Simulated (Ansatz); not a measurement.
## Electronic structure of F₂H₃NOZr in real space

Input

```
crystal:
  periodic: [false, false, false]
  atoms:
    - symbol: F
      position_ang: [-1.727925, 0.770622, -0.148395]
    - symbol: F
      position_ang: [-0.319234, -2.130370, 0.543751]
    - symbol: N
      position_ang: [1.059982, 0.640179, 1.487073]
    - symbol: O
      position_ang: [1.599441, 0.587307, 0.171106]
    - symbol: Zr
      position_ang: [-0.170109, -0.347587, -0.146628]
    - symbol: H
      position_ang: [0.327047, -0.533400, -1.938393]
    - symbol: H
      position_ang: [0.969136, 1.614947, 1.788278]
    - symbol: H
      position_ang: [1.680043, 0.150072, 2.138588]
basis:
  gaussian: {orbitals: def2-TZVPD}
output: {forces: true, orbitals: {seedname: orbitals}}
hamiltonian: {xc: {name: PBE0}}
```

Command:

```sh
ansatz run input.yaml --threads 2 --pin off --max-ram 4350MiB --events-out events.jsonl --progress --plain --runs-dir runs
```

Geometry: B3LYP-D3(BJ)/def2-SVP; core potentials replace the inner electrons of Zr.

Theory: Ansatz 0.2.0, isolated molecule in a Gaussian basis; Kohn-Sham density functional theory, functional PBE0.

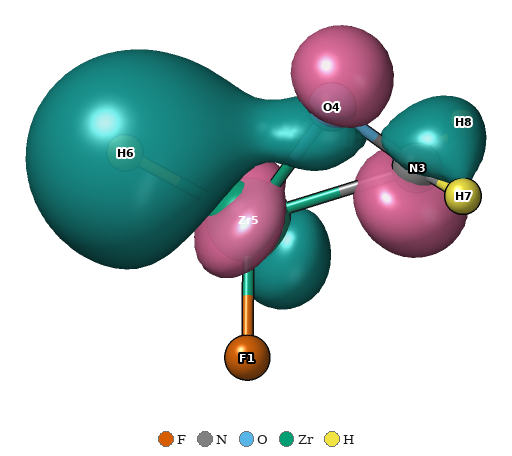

Figure 1. One frontier orbital at ±0.1 Å⁻³ᐟ² (teal and pink are the two phases), seen at an oblique angle.

> Which orbital is it: HOMO or LUMO?

The HOMO, at −7.82 eV. It lies mainly on H6 (about 45 %), Zr5 (about 35 %), O4 (about 10 %) and N3 (about 10 %).

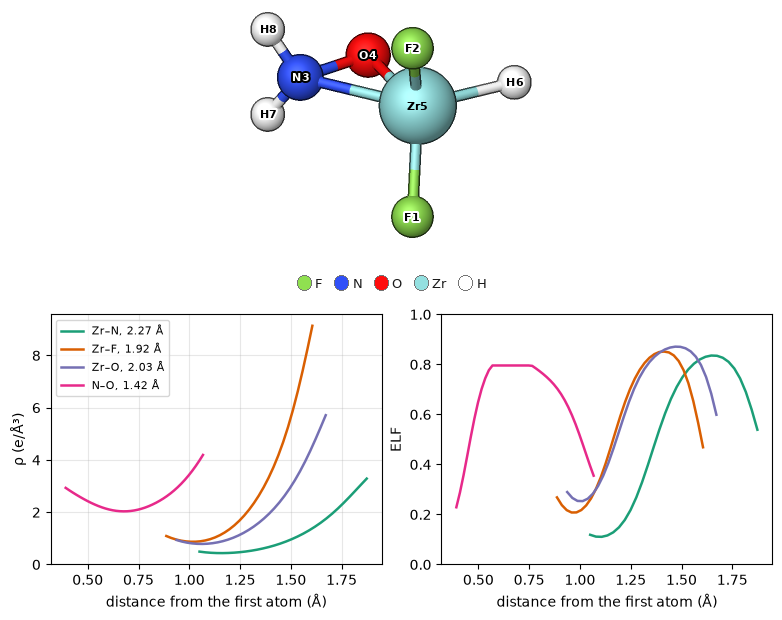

Figure 2. Electron density and electron localisation function along straight lines between neighbouring atoms. The curves leave out the atomic cores. The structure is drawn too.

> What can be read from the curves?

Zr–N (2.27 Å): the density is about 0.44 e/Å³ at the midpoint; the ELF peaks at about 0.85 in the valence shell of N, 0.6 Å from its nucleus, and drops to about 0.10 between the two atoms.
Zr–F (1.92 Å): ρ is about 0.91 e/Å³ halfway; the ELF peaks at about 0.85 in the valence shell of F, 0.5 Å from its nucleus, and drops to about 0.20 between the two atoms.
Zr–O (2.03 Å): ρ is about 0.81 e/Å³ halfway; the ELF peaks at about 0.85 in the valence shell of O, 0.6 Å from its nucleus, and drops to about 0.25 between the two atoms.
N–O (1.42 Å): ρ is about 2 e/Å³ halfway; the ELF peaks at about 0.80 between the atoms: a shared electron pair.

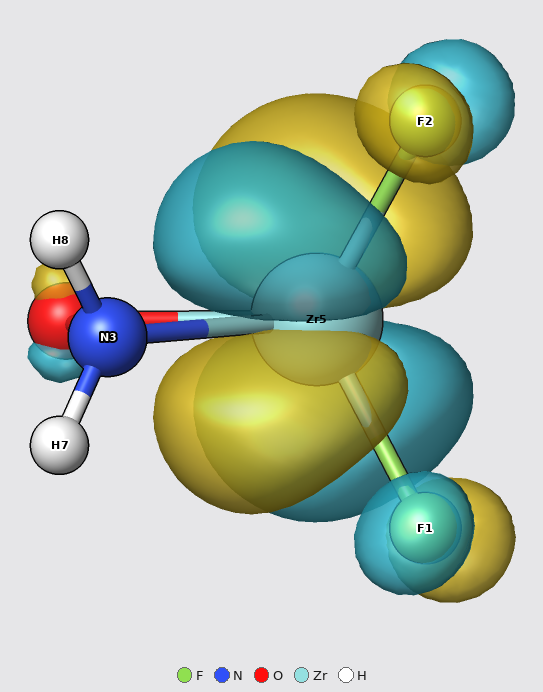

Figure 3. The LUMO at ±0.1 Å⁻³ᐟ² (yellow and cyan are the two phases), seen at an oblique angle.

> Describe this orbital and give its energy.

By Hirshfeld shares it lies mainly on Zr5 (about 75 %), F1 (about 5 %) and F2 (about 5 %). Its energy is −1.31 eV.
